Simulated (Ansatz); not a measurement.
The starting structures come from a database of crystals and need not be the phases stable at ambient conditions.

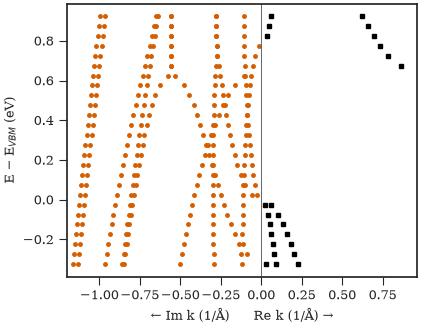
Figure: Complex bands at the centre of the two-dimensional zone; r2SCAN run with Ansatz (a first-principles code)

The gap is the functional's own. No spin-orbit coupling. Mid-gap values are those at the computed energy nearest the middle.

This is SiGe (P6_3mc, wurtzite, 4 atoms a cell, 21.3 Å³ an atom) along the normal of (100). Read off the slowest decay at the centre of the two-dimensional zone at 0.33 eV, the computed energy nearest the middle of the gap.

κ ≈ 0.08 1/Å, a decay length 1/(2κ) of the density of 6.5 Å.
